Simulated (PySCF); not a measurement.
**Run report: RuNF4 (charge −1), geometry relaxation**

System: RuNF4, charge −1, SMILES [N]#[Ru-]([F])([F])([F])[F].
Method: PBE0-D3(BJ)/def2-SVP geometry optimisation, gas phase (PySCF 2.14.0).

It belongs to a series of runs on one base structure; here: ligand: Cl to F.

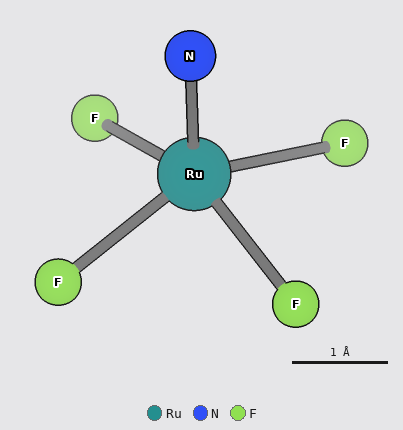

Fig. 1: The structure as given in the input (ball-and-stick view, seen at a tilt). Sticks mark near contacts. Bond lengths as drawn: F–Ru 1.82 to 2.01 Å and N–Ru 1.62 Å.

Input file:
```
{"job": {"xc": "PBE0", "basis": "def2-SVP", "d3": "d3bj", "grid": 1, "maxiter": 30, "shake": 0.03, "kind": "geom"}, "charge": -1, "multiplicity": 1}
Ru     0.062520    -0.075970     0.143620
N     -0.014540    -0.020470     1.761430
F      1.763340     0.005680    -0.504100
F      0.086330     1.833600    -0.477980
F     -1.832010    -0.032560    -0.503080
F     -0.002510    -1.806310    -0.489170
```

The first line tells a small driver script what to run in PySCF; the rest is the geometry in Å.

Launch command:
```bash
OMP_NUM_THREADS=1 python <driver script> task.json out
```

The program's output:
```
step   0  E = -548.31754820  max force = 0.082866
step   1  E = -548.33370195  max force = 0.027282
step   2  E = -548.33537365  max force = 0.003911
step   3  E = -548.33559258  max force = 0.002637
step   4  E = -548.33563919  max force = 0.001640
step   5  E = -548.33565273  max force = 0.000343
optimisation converged
```

Trajectory as extended XYZ (Å, eV, eV/Å), 6 frames, from step=0 to step=5:
```
6
Properties=species:S:1:pos:R:3:forces:R:3 step=0 energy=-14920.48047
Ru    0.0625   -0.0760    0.1436   -4.2611   4.0154   2.5077
N    -0.0145   -0.0205    1.7614    0.4979  -0.4453  -3.2399
F     1.7633    0.0057   -0.5041    1.9424  -0.4362  -0.3918
F     0.0863    1.8336   -0.4780   -0.0447  -1.6023   0.6877
F    -1.8320   -0.0326   -0.5031    1.5683  -0.1881   0.6494
F    -0.0025   -1.8063   -0.4892    0.2971  -1.3435  -0.2129
6
Properties=species:S:1:pos:R:3:forces:R:3 step=1 energy=-14920.92003
Ru   -0.0172    0.0000    0.1206    1.0940  -0.7583  -1.3809
N     0.0463   -0.0293    1.6686   -0.3167   0.1091   1.4029
F     1.8083   -0.0281   -0.4165    0.0975   0.1231  -0.0685
F     0.0295    1.7883   -0.4803   -0.2111   0.4220  -0.0184
F    -1.8081   -0.0255   -0.4694   -0.5021   0.1731  -0.0042
F     0.0042   -1.8015   -0.4922   -0.1616  -0.0692   0.0691
6
Properties=species:S:1:pos:R:3:forces:R:3 step=2 energy=-14920.96552
Ru    0.0145   -0.0233    0.1150   -0.0684   0.1505  -0.1426
N    -0.0027   -0.0058    1.6844    0.0718  -0.1247  -0.2011
F     1.8335   -0.0180   -0.4697   -0.1387  -0.0514   0.1305
F     0.0166    1.7949   -0.4474    0.0284  -0.0043   0.0238
F    -1.8002   -0.0094   -0.4677    0.0593  -0.0388   0.0668
F     0.0014   -1.8343   -0.4838    0.0475   0.0687   0.1226
6
Properties=species:S:1:pos:R:3:forces:R:3 step=3 energy=-14920.97148
Ru    0.0096   -0.0169    0.1085    0.0108   0.0418  -0.0310
N     0.0099   -0.0222    1.6772   -0.0205  -0.0078  -0.1356
F     1.8298   -0.0202   -0.4515   -0.0105   0.0038   0.0263
F     0.0155    1.8020   -0.4595   -0.0020  -0.0399   0.0498
F    -1.8067   -0.0114   -0.4656    0.0171   0.0061   0.0458
F     0.0049   -1.8274   -0.4784    0.0053  -0.0041   0.0447
6
Properties=species:S:1:pos:R:3:forces:R:3 step=4 energy=-14920.97275
Ru    0.0097   -0.0170    0.1025    0.0178   0.0075  -0.0766
N     0.0083   -0.0219    1.6680   -0.0143  -0.0136   0.0843
F     1.8307   -0.0184   -0.4496    0.0314   0.0025  -0.0090
F     0.0137    1.8020   -0.4532    0.0016   0.0425  -0.0049
F    -1.8070   -0.0110   -0.4629   -0.0362  -0.0018   0.0005
F     0.0077   -1.8298   -0.4740   -0.0003  -0.0371   0.0057
6
Properties=species:S:1:pos:R:3:forces:R:3 step=5 energy=-14920.97312
Ru    0.0101   -0.0163    0.1006   -0.0006  -0.0077  -0.0176
N     0.0060   -0.0246    1.6669   -0.0031   0.0010   0.0170
F     1.8325   -0.0171   -0.4503    0.0057   0.0062  -0.0036
F     0.0137    1.8052   -0.4524    0.0015   0.0048   0.0033
F    -1.8087   -0.0116   -0.4622   -0.0027   0.0019  -0.0012
F     0.0096   -1.8316   -0.4719   -0.0009  -0.0062   0.0021
```

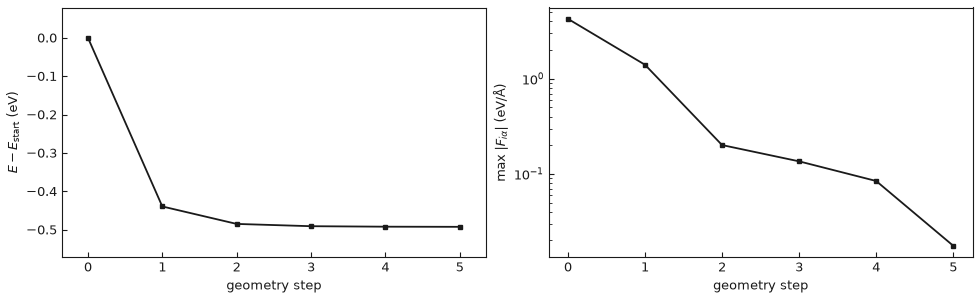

Fig. 2: Progress of the relaxation, step by step (steps are counted from 0).

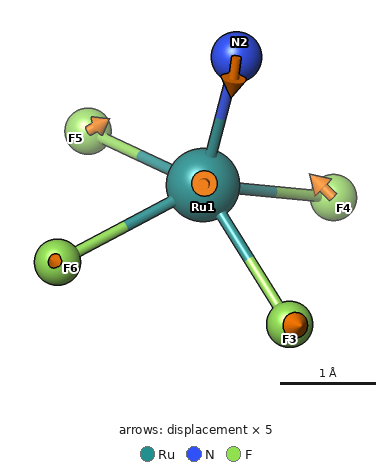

Fig. 3: The starting structure with the displacements as orange arrows, magnified 5 times (ball-and-stick view, seen at a tilt). The two geometries are laid on each other by the best rigid fit. After 5 geometry steps the energy has fallen by 0.493 eV. Largest force component: 4.3 eV/Å at the start, 0.018 eV/Å at the end. N2 moves most after the best rigid fit: 0.097 Å. By element the largest moves are N 0.097 Å, F 0.092 Å, Ru 0.090 Å. Distances before and after: Ru1–F4 2.008 → 1.904 Å, Ru1–F5 2.002 → 1.904 Å, Ru1–F3 1.822 → 1.904 Å, Ru1–F6 1.844 → 1.903 Å. Among the angles that change: N2–Ru1–F3 113.4° → 107.0°, F3–Ru1–F5 140.1° → 146.0°, N2–Ru1–F6 111.9° → 107.2°. (Atoms are counted from 1 in the order of the input.)

Summary:

| quantity | value |
| --- | --- |
| outcome | converged |
| total energy | −548.335653 hartree |
| point group | C4v |
| hardware | 1 CPU thread, shared host |
| wall time | 29 s |
| peak memory | 0.4 GiB |

Notes:

The run takes a singlet; with an open-shell metal another spin state may lie lower.
